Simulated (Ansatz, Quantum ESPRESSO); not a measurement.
# Work-function anisotropy of Pd, part 5 of 6

Which face of Pd holds its electrons most tightly, and does packing explain the order?

Quantum ESPRESSO 7.5; plane-wave DFT, PBE, GBRV ultrasoft pseudopotentials; geometry and cross-check by Ansatz 0.2.0 with PAW datasets.

So far. Step 11 (Potential by pp.x of (100)): On (100) the work function under PBEsol lies +0.12 eV from PBE's. Step 12 (Relaxation with Ansatz of (110)): The relaxation lowers the energy by 7 meV an atom. Held were the atoms numbered 3, 4 and 5; the forces quoted are those on the free ones.

### 13. Self-consistent run of (110), PBE

Level of this step: plane-wave DFT, PBE, GBRV ultrasoft pseudopotentials (Quantum ESPRESSO 7.5).

110.pbe.in

```
&control
  prefix = '110.pbe'
  outdir = './out'
  pseudo_dir = './pseudo'
  calculation = 'scf'
  tprnfor = .true.
/
&system
  ibrav = 0
  nat = 7
  ntyp = 1
  ecutwfc = 40
  ecutrho = 200
  occupations = 'smearing'
  smearing = 'mv'
  degauss = 0.02
/
&electrons
  conv_thr = 1e-07
  mixing_beta = 0.4
  electron_maxstep = 120
  mixing_mode = 'local-TF'
/
ATOMIC_SPECIES
  Pd  106.4200  pd_pbe_v1.4.uspp.F.UPF
CELL_PARAMETERS angstrom
  3.89000000000000 0.00000000000000 0.00000000000000
  0.00000000000000 2.75064537880000 0.00000000000000
  0.00000000000000 0.00000000000000 24.25193613640000
ATOMIC_POSITIONS crystal
  Pd  0.000000000000 0.000000000000 0.329043530321
  Pd  0.500000000000 0.500000000000 0.382863098598
  Pd  0.000000000000 0.000000000000 0.443290190000
  Pd  0.500000000000 0.500000000000 0.500000000000
  Pd  0.000000000000 0.000000000000 0.556709810000
  Pd  0.500000000000 0.500000000000 0.617136899493
  Pd  0.000000000000 0.000000000000 0.670956496094
K_POINTS automatic
  8 12 1 0 0 0
```

Run with:

```bash
$ OMP_NUM_THREADS=1 mpirun -n 4 pw.x -nk 4 -in 110.pbe.in > 110.pbe.out
```

Log:

```text
[banner, memory and clock lines left out]
Program PWSCF v.7.5 starts

          URL

     Message from routine setup:
     using ibrav=0 with symmetry is DISCOURAGED, use correct ibrav instead

     G-vector sticks info

     bravais-lattice index     =            0
     lattice parameter (alat)  =       7.3510  a.u.
     unit-cell volume          =    1751.1656 (a.u.)^3
     number of atoms/cell      =            7
     number of atomic types    =            1
     number of electrons       =       112.00
     number of Kohn-Sham states=           67
     kinetic-energy cutoff     =      40.0000  Ry
     charge density cutoff     =     200.0000  Ry
     scf convergence threshold =      1.0E-07
     mixing beta               =       0.4000
     number of iterations used =            8  local-TF  mixing
     Exchange-correlation=  SLA  PW   PBX  PBC
                           (   1   4   3   4   0   0   0)

     celldm(1)=   7.351035  celldm(2)=   0.000000  celldm(3)=   0.000000
     celldm(4)=   0.000000  celldm(5)=   0.000000  celldm(6)=   0.000000

     crystal axes: (cart. coord. in units of alat)
               a(1) = (   1.000000   0.000000   0.000000 )
               a(2) = (   0.000000   0.707107   0.000000 )
               a(3) = (   0.000000   0.000000   6.234431 )

     reciprocal axes: (cart. coord. in units 2 pi/alat)
               b(1) = (  1.000000  0.000000  0.000000 )
               b(2) = (  0.000000  1.414214  0.000000 )
               b(3) = (  0.000000  0.000000  0.160400 )

     PseudoPot. # 1 for Pd read from file:
     ./pseudo/pd_pbe_v1.4.uspp.F.UPF
     Pseudo is Ultrasoft + core correction, Zval = 16.0
     Generated by new atomic code, or converted to UPF format
     Using radial grid of  887 points,  6 beta functions with:
                l(1) =   0
                l(2) =   0
                l(3) =   1
                l(4) =   1
                l(5) =   2
                l(6) =   2
     Q(r) pseudized with  8 coefficients,  rinner =    1.130   1.130   1.130
                                                       1.130   1.130

     atomic species   valence    mass     pseudopotential
     Pd               16.00   106.42000     Pd( 1.00)

      8 Sym. Ops., with inversion, found

   Cartesian axes

     site n.     atom                  positions (alat units)
         1        Pd     tau(   1) = (   0.0000000   0.0000000   2.0513991  )
         2        Pd     tau(   2) = (   0.5000000   0.3535534   2.3869335  )
         3        Pd     tau(   3) = (   0.0000000   0.0000000   2.7636621  )
         4        Pd     tau(   4) = (   0.5000000   0.3535534   3.1172154  )
         5        Pd     tau(   5) = (   0.0000000   0.0000000   3.4707688  )
         6        Pd     tau(   6) = (   0.5000000   0.3535534   3.8474973  )
         7        Pd     tau(   7) = (   0.0000000   0.0000000   4.1830319  )

     number of k points=    35  Marzari-Vanderbilt smearing, width (Ry)=  0.0200
                       cart. coord. in units 2pi/alat
        k(    1) = (   0.0000000   0.0000000   0.0000000), wk =   0.0208333
        k(    2) = (   0.0000000   0.1178511   0.0000000), wk =   0.0416667
        k(    3) = (   0.0000000   0.2357023   0.0000000), wk =   0.0416667
        k(    4) = (   0.0000000   0.3535534   0.0000000), wk =   0.0416667
        k(    5) = (   0.0000000   0.4714045   0.0000000), wk =   0.0416667
        k(    6) = (   0.0000000   0.5892557   0.0000000), wk =   0.0416667
        k(    7) = (   0.0000000  -0.7071068   0.0000000), wk =   0.0208333
        k(    8) = (   0.1250000   0.0000000   0.0000000), wk =   0.0416667
        k(    9) = (   0.1250000   0.1178511   0.0000000), wk =   0.0833333
        k(   10) = (   0.1250000   0.2357023   0.0000000), wk =   0.0833333
        k(   11) = (   0.1250000   0.3535534   0.0000000), wk =   0.0833333
        k(   12) = (   0.1250000   0.4714045   0.0000000), wk =   0.0833333
        k(   13) = (   0.1250000   0.5892557   0.0000000), wk =   0.0833333
        k(   14) = (   0.1250000  -0.7071068   0.0000000), wk =   0.0416667
        k(   15) = (   0.2500000   0.0000000   0.0000000), wk =   0.0416667
        k(   16) = (   0.2500000   0.1178511   0.0000000), wk =   0.0833333
        k(   17) = (   0.2500000   0.2357023   0.0000000), wk =   0.0833333
        k(   18) = (   0.2500000   0.3535534   0.0000000), wk =   0.0833333
        k(   19) = (   0.2500000   0.4714045   0.0000000), wk =   0.0833333
        k(   20) = (   0.2500000   0.5892557   0.0000000), wk =   0.0833333
        k(   21) = (   0.2500000  -0.7071068   0.0000000), wk =   0.0416667
        k(   22) = (   0.3750000   0.0000000   0.0000000), wk =   0.0416667
        k(   23) = (   0.3750000   0.1178511   0.0000000), wk =   0.0833333
        k(   24) = (   0.3750000   0.2357023   0.0000000), wk =   0.0833333
        k(   25) = (   0.3750000   0.3535534   0.0000000), wk =   0.0833333
        k(   26) = (   0.3750000   0.4714045   0.0000000), wk =   0.0833333
        k(   27) = (   0.3750000   0.5892557   0.0000000), wk =   0.0833333
        k(   28) = (   0.3750000  -0.7071068   0.0000000), wk =   0.0416667
        k(   29) = (  -0.5000000   0.0000000   0.0000000), wk =   0.0208333
        k(   30) = (  -0.5000000   0.1178511   0.0000000), wk =   0.0416667
        k(   31) = (  -0.5000000   0.2357023   0.0000000), wk =   0.0416667
        k(   32) = (  -0.5000000   0.3535534   0.0000000), wk =   0.0416667
        k(   33) = (  -0.5000000   0.4714045   0.0000000), wk =   0.0416667
        k(   34) = (  -0.5000000   0.5892557   0.0000000), wk =   0.0416667
        k(   35) = (  -0.5000000  -0.7071068   0.0000000), wk =   0.0208333

     Dense  grid:    83753 G-vectors     FFT dimensions: (  36,  24, 216)

     Smooth grid:    59893 G-vectors     FFT dimensions: (  30,  24, 192)

     Initial potential from superposition of free atoms

     starting charge     108.5000, renormalised to     112.0000

     negative rho (up, down):  5.536E-01 0.000E+00
     Starting wfcs are   84 randomized atomic wfcs

     per-process dynamical memory:   131.7 Mb

     Self-consistent Calculation

     iteration #  1     ecut=    40.00 Ry     beta= 0.40
     Davidson diagonalization with overlap
     ethr =  1.00E-02,  avg # of iterations =  7.3

     negative rho (up, down):  5.657E-01 0.000E+00

     total energy              =   -1390.30093605 Ry
     estimated scf accuracy    <      25.66320666 Ry

     iteration #  2     ecut=    40.00 Ry     beta= 0.40
     Davidson diagonalization with overlap
     ethr =  1.00E-02,  avg # of iterations =  1.1

[...]
0.4175   0.5160   0.7470   0.7694   1.0205   1.1240   1.2969   1.4225
     1.4972   1.5503   1.6056   1.8479   1.9074   2.0663   2.1366   2.1520
     2.2660   2.4395   2.6628   2.9418   3.1468   3.2121   3.3278   3.3947
     3.5353   3.7582   3.7871   3.8735   3.9676   4.1038   4.2515   4.3123
     4.5277   5.8589   7.1876   7.5189   8.4005   9.2000   9.9005  10.7887
    11.4556  12.4387  12.6466

          k = 0.3750 0.5893 0.0000 (  7452 PWs)   bands (ev):

   -45.5541 -45.5222 -45.5049 -45.4653 -45.4491 -45.3891 -45.3524 -45.3167
   -45.3074 -45.2944 -45.2760 -45.2380 -45.2117 -45.1465 -45.1133 -44.9715
   -44.9713 -44.7273 -44.7273 -44.5943 -44.5938  -0.3536  -0.1580   0.2302
     0.2311   0.3331   0.4755   0.5605   0.9366   1.0917   1.1586   1.2511
     1.5097   1.5680   1.7673   1.8371   1.9637   2.1037   2.1870   2.2295
     2.5287   2.6611   2.7512   2.9512   3.3847   3.4832   3.5824   3.6174
     3.9303   3.9329   4.2670   4.3581   4.3583   4.3978   4.4153   4.5069
     5.2998   6.8755   7.5740   8.5249   9.0121  10.2724  10.7479  11.8746
    12.1498  12.1966  12.7073

          k = 0.3750-0.7071 0.0000 (  7464 PWs)   bands (ev):

   -45.5667 -45.5355 -45.5188 -45.4654 -45.4596 -45.3954 -45.3409 -45.3132
   -45.3126 -45.3040 -45.2716 -45.2433 -45.2178 -45.1457 -45.1118 -44.9828
   -44.9824 -44.7268 -44.7268 -44.5936 -44.5931  -0.3755  -0.2663   0.1546
     0.1818   0.2668   0.3742   0.4757   0.8904   1.0870   1.0991   1.1311
     1.4617   1.6102   1.8064   1.8632   1.9239   2.2327   2.2373   2.2503
     2.6146   2.6634   2.8852   2.9283   3.4466   3.5313   3.5473   3.6784
     3.9706   4.2417   4.2996   4.4871   4.5324   4.5484   4.5825   4.6521
     6.6049   6.7636   8.1366   8.3845   9.8967  10.1848  11.2645  11.9926
    12.2003  12.3241  12.3405

          k =-0.5000 0.0000 0.0000 (  7506 PWs)   bands (ev):

   -45.5492 -45.4652 -45.4209 -45.4110 -45.3293 -45.2903 -45.2812 -45.2630
   -45.2291 -45.2222 -45.1903 -45.1897 -45.1689 -45.1635 -45.1373 -44.7956
   -44.7956 -44.7394 -44.7392 -44.6032 -44.6029  -0.5871  -0.5009  -0.2883
    -0.1816  -0.1163   0.3735   0.5329   0.7371   0.9042   1.5961   1.6361
     1.6830   1.6952   1.8132   1.8822   1.9321   2.1096   2.1288   2.2855
     2.3978   2.4006   2.7242   3.0042   3.0521   3.0718   3.2336   3.2589
     3.7117   3.8832   4.0531   4.1570   4.1926   4.2017   4.3868   4.4091
     4.4596   4.5033   4.5746   4.7058   5.0139   5.4575   5.9020   7.4812
     7.6579  11.0362  11.2457

          k =-0.5000 0.1179 0.0000 (  7504 PWs)   bands (ev):

   -45.5439 -45.4603 -45.4182 -45.4144 -45.3503 -45.2997 -45.2857 -45.2594
   -45.2326 -45.2288 -45.2094 -45.2067 -45.1662 -45.1591 -45.1363 -44.8091
   -44.8091 -44.7381 -44.7379 -44.6026 -44.6023  -0.4521  -0.3599  -0.1335
    -0.0185   0.0593   0.4628   0.7139   0.8076   0.8751   1.5718   1.6337
     1.6547   1.6681   1.7384   1.8975   1.9600   2.0013   2.0189   2.0972
     2.4686   2.4919   2.5717   2.8736   2.9769   3.1098   3.1311   3.2931
     3.5353   3.6636   3.9216   3.9464   4.0089   4.0204   4.0505   4.2759
     4.3461   4.3531   4.9036   5.1305   5.6555   6.0286   6.6273   7.7002
     7.9548  11.1508  11.6504

          k =-0.5000 0.2357 0.0000 (  7460 PWs)   bands (ev):

   -45.5293 -45.4474 -45.4283 -45.4129 -45.3977 -45.3382 -45.2823 -45.2602
   -45.2577 -45.2517 -45.2451 -45.2295 -45.1689 -45.1530 -45.1323 -44.8454
   -44.8454 -44.7348 -44.7346 -44.6009 -44.6006  -0.0906   0.0188   0.1370
     0.3901   0.4186   0.6394   0.9217   1.1712   1.2059   1.3084   1.3683
     1.4385   1.6462   1.7223   1.7268   1.9626   1.9889   2.0039   2.2008
     2.3860   2.4249   2.4755   2.5902   2.6675   3.0295   3.0842   3.0922
     3.1382   3.1936   3.3027   3.7406   3.8575   3.8999   4.0147   4.2468
     4.6359   4.7500   5.5013   5.7900   6.4952   6.9463   7.8555   8.2559
     8.7665  11.4822  12.0659

          k =-0.5000 0.3536 0.0000 (  7450 PWs)   bands (ev):

   -45.5100 -45.4582 -45.4538 -45.4330 -45.4247 -45.3668 -45.3094 -45.2998
   -45.2852 -45.2670 -45.2641 -45.2316 -45.1798 -45.1486 -45.1251 -44.8934
   -44.8934 -44.7310 -44.7308 -44.5986 -44.5983   0.0365   0.2253   0.3828
     0.5002   0.8633   0.9409   0.9812   1.1752   1.2085   1.3482   1.5451
     1.5574   1.6114   1.6622   1.7362   1.7765   1.9361   2.0021   2.1339
     2.3316   2.3803   2.5902   2.6380   2.7135   2.7872   2.7947   2.8480
     3.0321   3.3367   3.4123   3.7359   3.8784   3.8937   3.9959   4.2233
     5.1176   5.2897   6.1227   6.4905   7.3068   7.9117   8.9972   9.2056
     9.9274  12.0048  12.7582

          k =-0.5000 0.4714 0.0000 (  7450 PWs)   bands (ev):

   -45.5229 -45.4977 -45.4721 -45.4674 -45.4335 -45.3647 -45.3608 -45.3270
   -45.2956 -45.2792 -45.2670 -45.2335 -45.1967 -45.1460 -45.1171 -44.9391
   -44.9391 -44.7277 -44.7277 -44.5965 -44.5961  -0.2006  -0.0610   0.5293
     0.6930   0.6973   0.7944   0.9600   1.0270   1.2210   1.3413   1.4457
     1.4658   1.4931   1.6739   1.8410   1.8926   1.9109   1.9605   2.1224
     2.3755   2.4755   2.6526   2.7749   3.1124   3.1191   3.2266   3.3559
     3.4242   3.6735   3.7579   3.8764   3.9712   4.0061   4.0859   4.2767
     5.6347   5.8288   6.8411   7.2453   8.2127   8.9223   9.8849  10.6156
    11.2761  12.7264  13.4617

          k =-0.5000 0.5893 0.0000 (  7448 PWs)   bands (ev):

   -45.5599 -45.5302 -45.5042 -45.4535 -45.4524 -45.4050 -45.3465 -45.3222
   -45.3091 -45.2938 -45.2642 -45.2346 -45.2148 -45.1448 -45.1111 -44.9708
   -44.9708 -44.7257 -44.7257 -44.5949 -44.5945  -0.3875  -0.2716   0.3087
     0.4773   0.4847   0.7094   0.9080   0.9850   1.0831   1.3760   1.4212
     1.4258   1.4743   1.5579   1.5739   1.8404   1.9331   2.1252   2.1451
     2.5280   2.6351   2.8224   2.9642   3.2598   3.3544   3.3951   3.7608
     4.0282   4.1219   4.1894   4.2485   4.2873   4.3094   4.4057   4.5031
     6.1539   6.3368   7.7347   8.0797   9.3788  10.0344  11.0157  11.9998
    12.5123  12.6588  12.6930

          k =-0.5000-0.7071 0.0000 (  7428 PWs)   bands (ev):

   -45.5742 -45.5426 -45.5179 -45.4625 -45.4446 -45.4196 -45.3381 -45.3158
   -45.3147 -45.3024 -45.2625 -45.2350 -45.2240 -45.1445 -45.1088 -44.9819
   -44.9819 -44.7250 -44.7250 -44.5944 -44.5939  -0.4561  -0.3469   0.2283
     0.3971   0.4086   0.6201   0.8028   1.0103   1.0211   1.2553   1.3911
     1.4387   1.5215   1.5421   1.5824   1.8230   1.9184   2.1409   2.2743
     2.6206   2.6290   2.7988   3.0985   3.2448   3.3887   3.3929   3.8451
     4.0539   4.3807   4.4610   4.4681   4.4981   4.5509   4.5992   4.6503
     6.4513   6.6099   8.3354   8.5958  10.4164  10.8644  11.8252  11.8808
    11.8927  12.0014  12.1163

     the Fermi energy is     4.4894 ev

!    total energy              =   -1390.75264307 Ry
     estimated scf accuracy    <          6.2E-09 Ry
     smearing contrib. (-TS)   =       0.00206972 Ry
     internal energy E=F+TS    =   -1390.75471279 Ry

     The total energy is F=E-TS. E is the sum of the following terms:
     one-electron contribution =  -11649.89396039 Ry
     hartree contribution      =    5864.10023231 Ry
     xc contribution           =    -219.34745034 Ry
     ewald contribution        =    4614.38646563 Ry

     convergence has been achieved in  15 iterations

     negative rho (up, down):  5.574E-01 0.000E+00

     Forces acting on atoms (cartesian axes, Ry/au):

     atom    1 type  1   force =     0.00000000    0.00000000   -0.00014084
     atom    2 type  1   force =     0.00000000    0.00000000   -0.00049700
     atom    3 type  1   force =     0.00000000    0.00000000   -0.01175841
     atom    4 type  1   force =     0.00000000    0.00000000    0.00000000
     atom    5 type  1   force =     0.00000000    0.00000000    0.01175841
     atom    6 type  1   force =     0.00000000    0.00000000    0.00049700
     atom    7 type  1   force =     0.00000000    0.00000000    0.00014084

     Total force =     0.016645     Total SCF correction =     0.000112

     XML data file, charge density, pseudopotentials, collected wavefunctions

                                        0.00s GPU  (     675 calls)
```

Elapsed: 1.9 min, on 4 MPI ranks of Arm Neoverse V2, shared host; peak memory 0.83 GiB; 7.7 min of CPU time.

Numbers from this step:

```
free energy  : -18922.1537 eV
Fermi energy : 4.489 eV
```

### 14. Potential by pp.x of (110)

110.pbe.pot.in

```
&inputpp
  prefix = '110.pbe'
  outdir = './out'
  filplot = '110.pbe.pot.dat'
  plot_num = 11
/
```

Run with:

```bash
$ OMP_NUM_THREADS=1 mpirun -n 4 pp.x -in 110.pbe.pot.in > 110.pbe.pot.out
```

Log:

```text
[banner, memory and clock lines left out]
Program POST-PROC v.7.5 starts

          URL

     ./out/110.pbe.save/

     IMPORTANT: XC functional enforced from input :
     Exchange-correlation= PBE
                           (   1   4   3   4   0   0   0)
     Any further DFT definition will be discarded
     Please, verify this is what you really want

     negative rho (up, down):  5.574E-01 0.000E+00

     Calling punch_plot, plot_num =  11
     Writing data to file  110.pbe.pot.dat
     Message from routine chdens:
     namelist plot not found or invalid, exiting
```

Wall time 0.84 s (4 MPI ranks); peak memory 0.1 GiB.

Read from the output:

- work function of the upper face: 4.904 eV
- slope of the potential above: 1.34e-4 eV/Å
- upper vacuum line continued to the top atoms, over the Fermi level: 4.903 eV
- work function of the lower face: 4.904 eV
- slope of the potential below: -8.64e-5 eV/Å
- lower vacuum line continued to the bottom atoms, over the Fermi level: 4.904 eV

Electrostatic potential energy of an electron; zero at the Fermi level. Table of potential energy, planar mean by z:

```csv
z (Å),"potential energy, planar mean (eV)"
0,4.90
2,4.90
4,4.90
6,4.74
8,-6.00
10,-4.70
12,-6.36
14,-4.91
16,-5.98
18,4.59
20,4.90
22,4.90
24,4.90
```

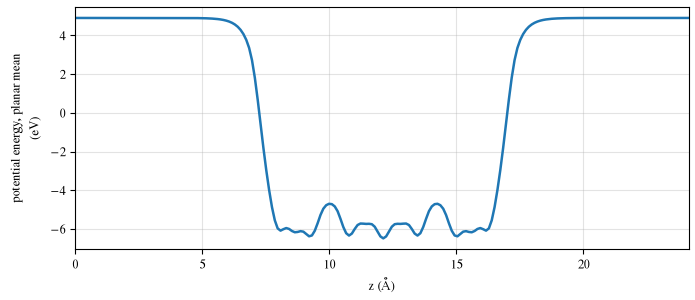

Potential energy, planar mean against z.

(Part 5 of 6 ends here.)

[Logs are printed without paths, hosts, clocks, repeated set-up lines and the standing remarks that a program may print on its own settings, such as how far it seeks lower states.]

[Hosts, paths, dates, database ids (printed as entryN), source tags and the programs' standing remarks are cut or masked in the printed files.]

[Maps of the electrostatic potential energy from Ansatz leave out the sawtooth potential of an applied field or a dipole correction, so their vacuum need not be flat; planar profiles and work functions include it.]
